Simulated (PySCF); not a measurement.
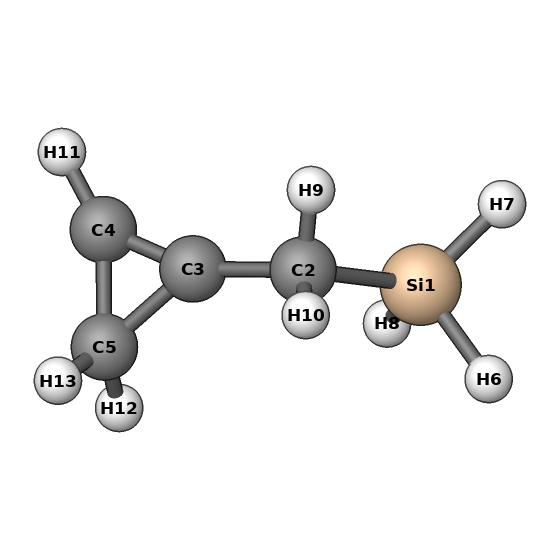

Geometry: a frame of a GFN2-xTB molecular-dynamics simulation, not a minimum. Method: GIAO PBE0/pcSseg-1 NMR shielding, non-relativistic, gas phase (PySCF 2.14.0). Principal shieldings σ11 ≤ σ22 ≤ σ33, span Ω = σ33 − σ11, skew κ = 3(σiso − σ22)/Ω.

Give the shielding tensors of the Si atoms.

```json
{"atom": "Si1", "σ11": "379.8", "σ22": "423.0", "σ33": "490.4", "σiso": "431.1", "Ω": "110.6", "κ": "0.22"}
```

Shieldings and span in ppm.
